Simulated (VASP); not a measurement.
Band structure of Dy (hcp). All values below come from r2SCAN+rVV10, VASP's PBE PAW potentials (set 64) (plane waves; VASP).

The 4f electrons are frozen in the core of the lanthanide potential, so 4f levels, which can set the real gap, and their magnetism are missing.

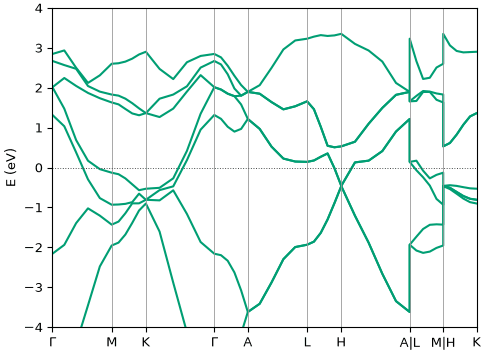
*Bands along high-symmetry lines, zero at the valence-band maximum or, without a gap, the Fermi level*

Task: Read the plot: is there a gap, and where are the band edges?

Result: It has no gap at this level: it comes out as a metal or semimetal.

The compound is Dy in the hcp structure. It was relaxed first.
